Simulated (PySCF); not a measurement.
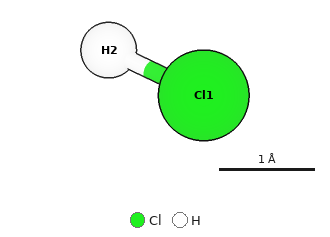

Fig. 1: The structure as given in the input (ball-and-stick view, seen at an oblique angle; atoms are numbered from 1 in the order of the input). Bond lengths as drawn: Cl–H 1.28 Å.

# What a change does: single-point calculation on HCl

System: HCl.
Method of run A: RKS PBE-D4/def2-TZVPP, density fitting (PySCF 2.14.0).

The geometry comes from this level: PBE0-D4/def2-TZVP. Text and figures count atoms from 1; the logs count them from 0 in places.

Input file, run A:
```python
import json, numpy as np
from pyscf import gto, scf, dft, mp, cc
EV, BOHR = 27.211386245988, 0.529177210903
mol = gto.M(atom="""
Cl 1.321835 -0.286026 2.556157
H 0.691705 -0.231550 1.444376
""", basis="def2-tzvpp", charge=0, spin=0, max_memory=8670, verbose=0)
def mean_field(mol, dm=None):
    mf = dft.RKS(mol, xc="pbe").density_fit()
    mf.conv_tol = 1e-9; mf.grids.level = 4
    mf.kernel(dm0=dm)
    if not mf.converged: mf = mf.newton().run(mf.mo_coeff, mf.mo_occ)
    assert mf.converged
    return mf
def d4(mol):
    from pyscf.dispersion.dftd4 import DFTD4Dispersion
    real = gto.M(atom=[(mol.atom_pure_symbol(i), mol.atom_coord(i)) for i in range(2)], unit='B', charge=mol.charge, spin=None, basis='def2-svp', verbose=0)
    r = DFTD4Dispersion(real, xc="pbe", atm=True).get_dispersion(grad=True); return r["energy"], r["gradient"]
def energy_and_gradient(mol, dm=None):
    mf = mean_field(mol, dm); e, g = d4(mol)
    return mf, (mf.e_tot + e) * EV, (mf.nuc_grad_method().kernel()[:2] + g) * EV / BOHR
out = {}
mf = mean_field(mol); e = d4(mol)[0]
out.update(energy=(mf.e_tot + e) * EV, converged=True, dispersion=e * EV)
out['s2'] = mf.spin_square()[0]; out['nelec'] = mol.nelec
print(f"Total energy {out['energy']:.6f} eV, <S^2> {out['s2']:.4f}")
json.dump(out, open("out.json", "w"), default=float)
```

Command:
```bash
OMP_NUM_THREADS=4 python run.py
```

Hardware: 4 threads of Arm Neoverse V1, 23 GiB of memory available, shared host.

Output (run A):
```
Total energy -12534.317880 eV, <S^2> 0.0000
```

For run B the input was changed thus:
```diff
-    mf = dft.RKS(mol, xc="pbe").density_fit()
+    mf = dft.RKS(mol, xc="pbe0").density_fit()
-    r = DFTD4Dispersion(real, xc="pbe", atm=True).get_dispersion(grad=True); return r["energy"], r["gradient"]
+    r = DFTD4Dispersion(real, xc="pbe0", atm=True).get_dispersion(grad=True); return r["energy"], r["gradient"]
```

What does this change do to the results?

The total energies belong to different models, so their difference says nothing on which is more stable or more accurate. The functional changes from PBE to PBE0.

Output (run B):
```
Total energy -12535.350921 eV, <S^2> 0.0000
```

The two runs side by side:

| quantity | run A | run B |
| --- | --- | --- |
| outcome | converged | converged |
| total energy (hartree) | −460.627686 | −460.665650 |
| basis functions | 56 | 56 |
| wall time (shared host) | 1.2 s | 1.1 s |
